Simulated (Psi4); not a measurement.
# CH2F (SMILES [CH2]F): U-wB97X-V/cc-pVTZ

Aim: the vertical ionisation energy of CH2F at U-wB97X-V/cc-pVTZ, from 2 runs. 

The results are computed with Psi4 1.11.

2 further runs of the same task are left out: 2 that didn't finish.

## 1. Starting point

The species is CH2F (4 atoms), meant as a doublet with charge 0. SMILES: `[CH2]F`. The coordinates come from a PBE0-D4/def2-TZVP relaxation.

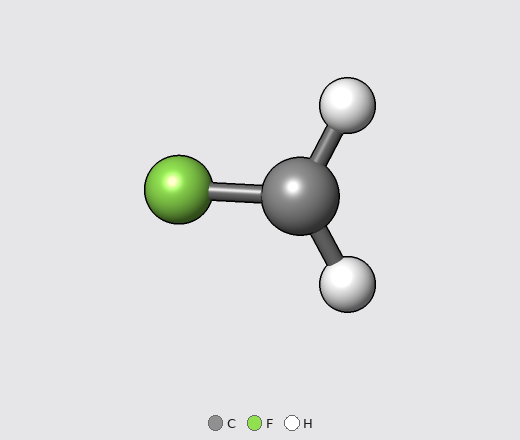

The structure, seen from a chosen angle (carbon grey, fluorine green, hydrogen white).

## 2. A single-point energy at U-wB97X-V/cc-pVTZ

Contents of calc.dat:

```
memory 1600 MB

molecule system {
  0 2
  C     -0.05688076    -0.10884822    -0.24774309
  F      1.79523982     1.31146993     0.68899415
  H     -1.78938167     0.89251765    -0.66612846
  H      0.05102261    -2.09513935     0.22487741
  units bohr
  symmetry c1
}

set basis cc-pVTZ
set reference uks
set puream true
set e_convergence 1e-09
set d_convergence 1e-08
set scf_type pk
set dft_radial_points 99
set dft_spherical_points 590
set maxiter 200

e_tot, wfn = energy('wb97x-v', return_wfn=True)
```

Started as:

```console
$ psi4 calc.dat calc.out -n 1
```

calc.out:

```text
[...]
  Running in c1 symmetry.
[...]
  Nuclear repulsion =   32.286144646998451
[...]
  Multiplicity = 2
[...]
  Nalpha       = 9
  Nbeta        = 8
[...]
    Number of basis functions: 88
[...]
   @UKS iter   1:  -139.04757616270638   -5.24464e-01   2.80724e-03 ADIIS/DIIS
[...]
   @UKS iter  11:  -139.07454510569232   -1.73372e-11   8.29590e-09 DIIS
[...]
   @S^2 Observed:                7.531764156E-01
[...]
    Orbital Energies [Eh]
    ---------------------
    Alpha Occupied:
       1A    -24.778223     2A    -10.351545     3A     -1.363131
       4A     -0.817330     5A     -0.631680     6A     -0.626621
       7A     -0.592647     8A     -0.480451     9A     -0.319013
    Alpha Virtual:
      10A      0.136757    11A      0.189464    12A      0.198006
      13A      0.375359    14A      0.389013    15A      0.411445
      16A      0.466502    17A      0.543912    18A      0.555340
      19A      0.640514    20A      0.725412    21A      0.779022
      22A      0.911589    23A      0.947758    24A      0.956818
      25A      1.013603    26A      1.053808    27A      1.133026
[...]
  @UKS Final Energy:  -139.07454510569232
   => Energetics <=
    Nuclear Repulsion Energy =             32.2861446469984514
    One-Electron Energy =                -255.4196776510286213
    Two-Electron Energy =                  95.6902536560652521
    DFT Exchange-Correlation Energy =     -11.7023959257968979
    Empirical Dispersion Energy =           0.0000000000000000
    VV10 Nonlocal Energy =                  0.0711301680694811
    Total Energy =                       -139.0745451056923230
[...]
 Multipole Moments:
 ------------------------------------------------------------------------------------
     Multipole            Electronic (a.u.)      Nuclear  (a.u.)        Total (a.u.)
 ------------------------------------------------------------------------------------
 L = 1.  Multiply by 2.5417464519 to convert [e a0] to [Debye]
 Dipole X            :          1.8154200           -2.2315006           -0.4160806
 Dipole Y            :          1.3149363           -1.5857399           -0.2708036
 Dipole Z            :          0.6586383           -0.7072731           -0.0486349
 Magnitude           :                                                    0.4988216
[...]
```

Wall time 63 s (1 thread of AMD EPYC 7R43 (Zen 3), shared host); peak memory 0.93 GiB.

## 3. The singlet cation, same level

Contents of job.json:

```json
{
 "schema_name": "qcschema_input",
 "schema_version": 1,
 "molecule": {
  "schema_name": "qcschema_molecule",
  "schema_version": 2,
  "symbols": ["C", "F", "H", "H"],
  "geometry": [-0.05688076, -0.10884822, -0.24774309, 1.79523982, 1.31146993, 0.68899415, -1.78938167, 0.89251765, -0.66612846, 0.05102261, -2.09513935, 0.22487741],
  "molecular_charge": 1,
  "molecular_multiplicity": 1,
  "fix_symmetry": "c1"
 },
 "driver": "energy",
 "model": {
  "method": "wb97x-v",
  "basis": "cc-pVTZ"
 },
 "keywords": {
  "puream": true,
  "e_convergence": 1e-09,
  "d_convergence": 1e-08,
  "scf_type": "pk",
  "dft_radial_points": 99,
  "dft_spherical_points": 590
 }
}
```

Started as:

```console
$ psi4 --qcschema job.json -n 1 --memory 1600MB
```

stdout:

```text
[...]
  Running in c1 symmetry.
[...]
  Nuclear repulsion =   32.286144646998451
[...]
  Multiplicity = 1
[...]
  Nalpha       = 8
  Nbeta        = 8
[...]
    Number of basis functions: 88
[...]
   @RKS iter   1:  -138.70229965315011   -1.79188e-01   2.55580e-03 DIIS/ADIIS
[...]
   @RKS iter  10:  -138.73093465816953   -6.59384e-12   4.31483e-09 DIIS
[...]
    Orbital Energies [Eh]
    ---------------------
    Doubly Occupied:
       1A    -25.161966     2A    -10.802364     3A     -1.722940
       4A     -1.169708     5A     -0.989013     6A     -0.982756
       7A     -0.924615     8A     -0.831846
[...]
  @RKS Final Energy:  -138.73093465816953
   => Energetics <=
    Nuclear Repulsion Energy =             32.2861446469984514
    One-Electron Energy =                -249.1464659717278209
    Two-Electron Energy =                  89.5610908090273483
    DFT Exchange-Correlation Energy =     -11.4997253844808505
    Empirical Dispersion Energy =           0.0000000000000000
    VV10 Nonlocal Energy =                  0.0680212420133576
    Total Energy =                       -138.7309346581695308
[...]
 Multipole Moments:
 ------------------------------------------------------------------------------------
     Multipole            Electronic (a.u.)      Nuclear  (a.u.)        Total (a.u.)
 ------------------------------------------------------------------------------------
 L = 1.  Multiply by 2.5417464519 to convert [e a0] to [Debye]
 Dipole X            :          1.0109731           -2.2315006           -1.2205275
 Dipole Y            :          0.6776853           -1.5857399           -0.9080546
 Dipole Z            :          0.1838106           -0.7072731           -0.5234625
 Magnitude           :                                                    1.6088081
[...]
```

The result, in JSON:

```text
{
 "driver": "energy",
 "model": {
  "method": "wb97x-v",
  "basis": "cc-pVTZ"
 },
 "success": true,
 "return_result": -138.73093465816953,
 "properties": {
  "calcinfo_nbasis": 88,
  "calcinfo_nmo": 88,
  "calcinfo_nalpha": 8,
  "calcinfo_nbeta": 8,
  "calcinfo_natom": 4,
  "nuclear_repulsion_energy": 32.28614464699845,
  "return_energy": -138.73093465816953,
  "scf_one_electron_energy": -249.14646597172782,
  "scf_two_electron_energy": 89.56109080902735,
  "scf_vv10_energy": 0.06802124201335757,
  "scf_xc_energy": -11.49972538448085,
  "scf_dipole_moment": [-1.2205275089305465, -0.908054557526139, -0.523462537140603],
  "scf_total_energy": -138.73093465816953,
  "scf_iterations": 10
 }
}
```

It took 51 s on 1 thread of AMD EPYC 7R43 (Zen 3), shared host; peak memory 0.94 GiB.

## 4. Results

At U-wB97X-V/cc-pVTZ:

| quantity | value |
| --- | --- |
| doublet CH2F: total energy | -139.07455 Eh |
| doublet CH2F: dipole moment | 1.27 D |
| doublet CH2F: HOMO energy (highest over α and β) | -8.68 eV |
| doublet CH2F: LUMO energy (lowest over α and β) | 0.99 eV |
| doublet CH2F: ⟨S²⟩ | 0.753 |
| singlet cation: total energy | -138.73093 Eh |
| singlet cation: HOMO energy | -22.64 eV |
| singlet cation: LUMO energy | -9.96 eV |
| singlet cation: HOMO–LUMO gap | 12.68 eV |
| vertical ionisation energy (to the singlet cation) | 9.350 eV |

**Reading.** Removing an electron at fixed nuclei costs 9.35 eV (902 kJ/mol). Only the singlet of the ionised species was computed; a triplet could lie lower.
